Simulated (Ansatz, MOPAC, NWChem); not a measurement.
**SiH3 (silyl radical): methods side by side**

SiH3, doublet, SMILES `[SiH3]`. Each level relaxes the structure for itself.

Quantity: the highest harmonic wavenumber at each level's own minimum, in cm⁻¹. The values are calculated.

```tsv
level	kind	program	value (cm⁻¹)
AM1	semi-empirical	MOPAC	2259
PM6	semi-empirical	MOPAC	2081
PM6-DH+	semi-empirical	MOPAC	2081
PM7	semi-empirical	MOPAC	2369
UHF/6-31G* (spherical functions)	Hartree–Fock	NWChem	2380
UHF/6-31G* (Cartesian functions)	Hartree–Fock	Ansatz	2383
UB3LYP/6-31G* (spherical functions)	global hybrid	NWChem	2256
UB3LYP/6-31G* (Cartesian functions)	global hybrid	Ansatz	2253
UMP2/6-31G* (Cartesian functions)	perturbation theory	Ansatz	2337
```

Harmonic and unscaled. The values span 2081 to 2383 cm⁻¹.

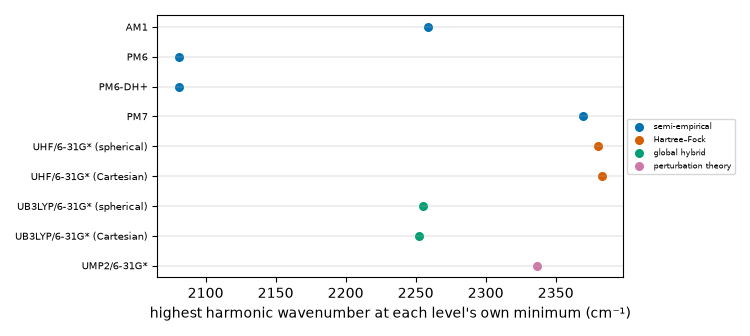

The values of the table, level by level.
